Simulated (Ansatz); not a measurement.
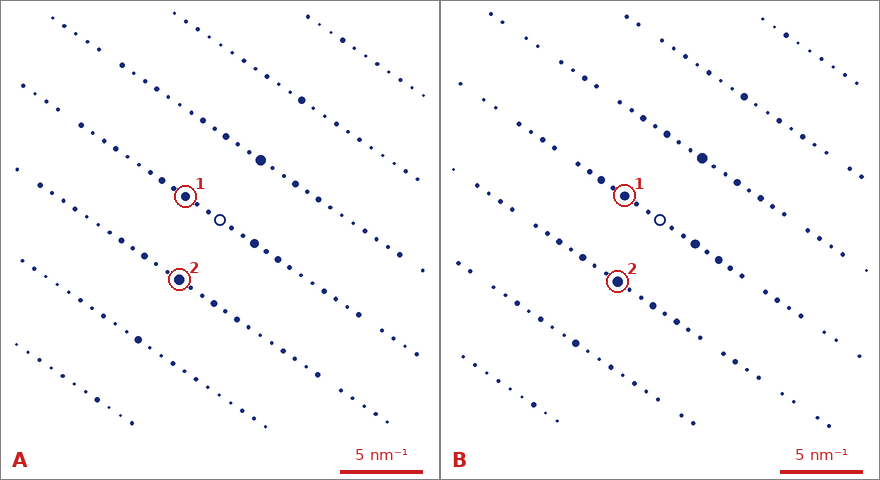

Kinematic electron diffraction patterns (200 kV, B = 0.5 Å², same scale) along [110] of the run's own cell, for the start and the end of one relaxation of NaZn4Sb3 with DFT, PAW plane waves, pbe in Ansatz 0.2.0. k mesh 5×5×5. The start is a generated model structure, and the relaxation ends in the nearest stationary point of its symmetry, not necessarily the ground state. Spot 1 is 0 0 -3 and spot 2 is -1 1 0 in both.

Start structure:

```
Na Zn Sb
1.0
     2.18298    3.78104    0.00000
    -2.18298    3.78104    0.00000
     0.00000   -2.52069   11.46974
Na Zn Sb
1 4 3
Direct
  0.50000 0.50000 0.50000
  0.09206 0.09206 0.27618
  0.90794 0.90794 0.72382
  0.30060 0.30060 0.90180
  0.69940 0.69940 0.09820
  0.22599 0.22599 0.67797
  0.77401 0.77401 0.32203
  0.00000 0.00000 0.00000
```

### Which pattern belongs to the start structure, and which to the relaxed one?

B is the start: its cell gives d(1) = 3.823 Å, d(2) = 2.183 Å and an angle of 90.0°. A is the relaxed structure, with d(1) = 3.879 Å (+1.5 %), d(2) = 2.248 Å (+3.0 %) and 90.0°.

### What did the relaxation do to the structure and the energy?

The volume changed by +7.6 % to 25.46 Å³ an atom; with the mean shift removed, the atoms moved by up to 0.15 Å relative to the cell (Zn most); the space group stayed R-3m (No. 166); the free energy fell by 31 meV an atom. Relaxed cell: a = 4.496 Å, b = 4.496 Å, c = 11.922 Å, α = 100.87°, β = 100.87°, γ = 60.00°.
